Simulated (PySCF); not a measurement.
```xyz
8

Si    0.0460   -0.0055   -0.7861
C    -0.0287   -0.0174    1.0669
H    -1.0745    0.0380    1.4041
H     0.5229    0.8469    1.4659
H     0.4252   -0.9435    1.4501
Br    2.1561   -0.0196   -1.4635
Br   -0.9398    1.8046   -1.5999
Br   -0.9689   -1.7892   -1.6212
```

Geometry: PBE0-D3(BJ)/def2-SVP.

The calculation used PySCF, CAM-B3LYP/def2-SVPD, SCF density, gas phase.

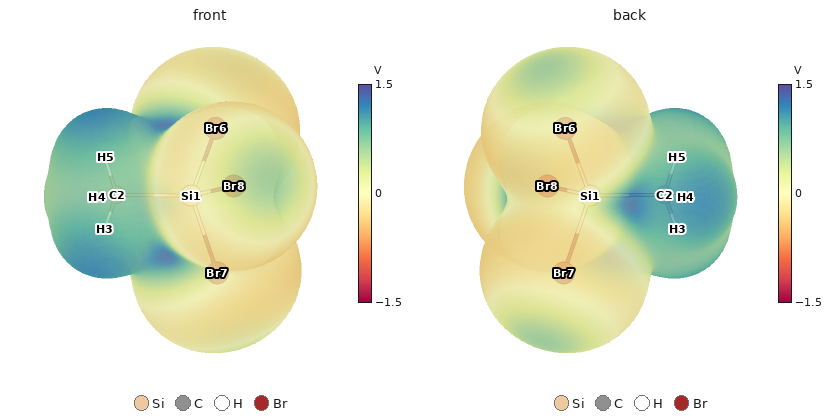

CH₃Br₃Si (SiMeBr3). The electrostatic potential painted on the density surface at 0.002 e/bohr³, seen from the front and from behind; the colour scale runs from red (negative) to blue (positive).

Question: Where is the surface potential most negative and most positive?

Answer: The most negative region (about −0.3 V) lies over Br6, Br7 and Br8, the most positive (about +1.2 V) over Si1. Br6 shows a σ-hole: about +0.7 V at the tip opposite its bond, against about −0.2 V on its flanks. Br7 shows a σ-hole: about +0.7 V at the tip opposite its bond, against about −0.2 V on its flanks. Br8 shows a σ-hole: about +0.7 V at the tip opposite its bond, against about −0.2 V on its flanks.
